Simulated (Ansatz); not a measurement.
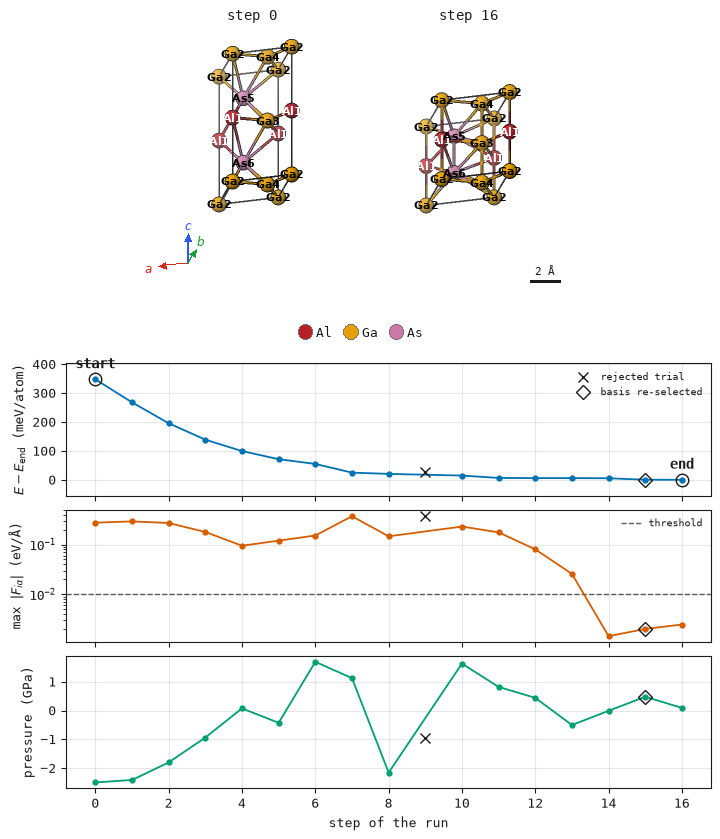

First and last geometry of a relaxation of a crystal of AlGa3As2 (a generated structure, set up in P-6m2), with the history of the run. Style: ball-and-stick. Shown: the cell of the calculation, from a free direction.

Level of theory: Ansatz 0.2.0, DFT PBE, scalar-relativistic, plane waves, PAW. Settings: plane-wave cutoff 420 eV; k-point mesh 12 × 12 × 4; occupations gaussian; smearing width 0.1 eV; no spin polarisation; cell and atoms relaxed; force threshold 0.01 eV/Å; at most 80 steps.

What do the curves and the structures tell?

Answer. The run was cut off at its time limit before the relaxation converged, so the last structure is only a point on the way. The largest moves relative to the cell, 0.12 Å, are those of As5 and As6. As5 goes along −c. Ga and Al stay in place. The drawn cell changes as follows: a = b 4.191 → 4.816 Å (+14.9 %), c 9.340 → 5.771 Å (−38.2 %); the volume changes by −18.4 %. Near-neighbour distances that change, for instance: As5–As6 4.713 → 2.681 Å, Ga3–Ga4 4.670 → 2.886 Å, Al1–Ga2 4.670 → 2.886 Å, As5–As6 (another image) 4.628 → 3.091 Å. The space group stays P-6m2 (No. 187). Over 14 accepted moves (16 points after the start) the energy falls by 348 meV per atom. Largest force component: 0.28 eV/Å at the start, 0.0025 eV/Å at the end. The pressure goes from −2.50 to 0.09 GPa. The line search rejected the trial step at point 9 of the run. At 1 point the geometry stayed and the basis and grid were re-selected for the new cell (energy shift of 5.1 meV per atom at most each time). Cost: 15 min on 1 thread of AMD EPYC 7R43 64-Core Processor (Zen 3), with other jobs on the host, peak memory 0.7 GiB.

```json
{"step": "0", "E − E(0), meV/atom": "0.00", "largest force component, eV/Å": "0.2754", "pressure, GPa": "-2.50", "volume, Å³/atom": "23.685", "note": ""}
{"step": "1", "E − E(0), meV/atom": "-79.68", "largest force component, eV/Å": "0.2911", "pressure, GPa": "-2.41", "volume, Å³/atom": "22.822", "note": ""}
{"step": "2", "E − E(0), meV/atom": "-151.97", "largest force component, eV/Å": "0.2707", "pressure, GPa": "-1.80", "volume, Å³/atom": "21.903", "note": ""}
{"step": "3", "E − E(0), meV/atom": "-208.82", "largest force component, eV/Å": "0.1786", "pressure, GPa": "-0.94", "volume, Å³/atom": "21.042", "note": ""}
{"step": "4", "E − E(0), meV/atom": "-248.17", "largest force component, eV/Å": "0.0944", "pressure, GPa": "0.07", "volume, Å³/atom": "20.291", "note": ""}
{"step": "5", "E − E(0), meV/atom": "-276.22", "largest force component, eV/Å": "0.1195", "pressure, GPa": "-0.43", "volume, Å³/atom": "20.055", "note": ""}
{"step": "6", "E − E(0), meV/atom": "-292.65", "largest force component, eV/Å": "0.1517", "pressure, GPa": "1.69", "volume, Å³/atom": "19.272", "note": ""}
{"step": "7", "E − E(0), meV/atom": "-322.74", "largest force component, eV/Å": "0.3699", "pressure, GPa": "1.12", "volume, Å³/atom": "19.584", "note": ""}
{"step": "8", "E − E(0), meV/atom": "-327.13", "largest force component, eV/Å": "0.1462", "pressure, GPa": "-2.16", "volume, Å³/atom": "20.337", "note": ""}
{"step": "9", "E − E(0), meV/atom": "-319.34", "largest force component, eV/Å": "0.3821", "pressure, GPa": "-0.95", "volume, Å³/atom": "19.721", "note": "rejected"}
{"step": "10", "E − E(0), meV/atom": "-332.88", "largest force component, eV/Å": "0.2295", "pressure, GPa": "1.63", "volume, Å³/atom": "18.933", "note": ""}
{"step": "11", "E − E(0), meV/atom": "-341.07", "largest force component, eV/Å": "0.1755", "pressure, GPa": "0.82", "volume, Å³/atom": "19.002", "note": ""}
{"step": "12", "E − E(0), meV/atom": "-341.71", "largest force component, eV/Å": "0.0800", "pressure, GPa": "0.44", "volume, Å³/atom": "19.014", "note": ""}
{"step": "13", "E − E(0), meV/atom": "-341.71", "largest force component, eV/Å": "0.0257", "pressure, GPa": "-0.50", "volume, Å³/atom": "19.350", "note": ""}
{"step": "14", "E − E(0), meV/atom": "-342.19", "largest force component, eV/Å": "0.0014", "pressure, GPa": "-0.01", "volume, Å³/atom": "19.185", "note": ""}
{"step": "15", "E − E(0), meV/atom": "-347.29", "largest force component, eV/Å": "0.0020", "pressure, GPa": "0.48", "volume, Å³/atom": "19.185", "note": "same geometry, new basis"}
{"step": "16", "E − E(0), meV/atom": "-347.63", "largest force component, eV/Å": "0.0025", "pressure, GPa": "0.09", "volume, Å³/atom": "19.321", "note": ""}
```
